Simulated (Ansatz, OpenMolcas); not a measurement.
A ladder of methods for HBS (hydrogen boron sulfide)

HBS: 3 atoms, total charge 0, spin state singlet. As SMILES, `B=S`. The shape is that of a GFN2-xTB optimisation.

```xyz
3

B    -0.0410   -0.0161    0.1425
S     0.3953    0.1465   -1.3797
H    -0.3543   -0.1304    1.2371
```

Each level gives the energy change with the B1–S2 bond stretched from 1.592 to 3.980 Å (eV). The values are calculated.

```
                      level                   kind     program  value (eV)  less FCI/STO-3G
     HF/STO-3G (restricted)           Hartree–Fock      Ansatz        9.13            -0.04
  BHLYP/STO-3G (restricted)          global hybrid      Ansatz       10.59            +1.42
         CASPT2(2,2)/STO-3G         multireference  OpenMolcas       10.13            +0.96
CCSD(T)/STO-3G (restricted)  coupled cluster or CI      Ansatz       10.02            +0.85
                 FCI/STO-3G     exact in the basis      Ansatz        9.17             0.00
```

FCI/STO-3G is exact within its basis and frozen core, so for wave-function methods in that basis the difference is their error; functionals converge differently with the basis, so for them it is only a difference. The first shape isn't each level's own minimum. The values span 9.13 to 10.59 eV. All rows use very small basis sets, so none should be taken for the real molecule's value.

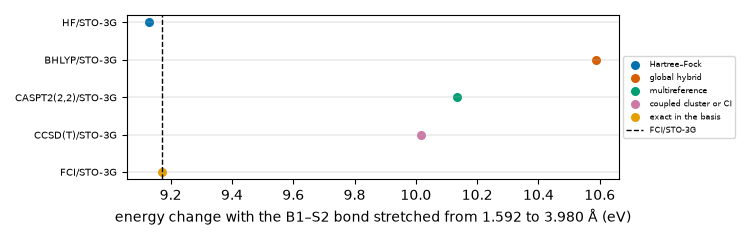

The values of the table, level by level.
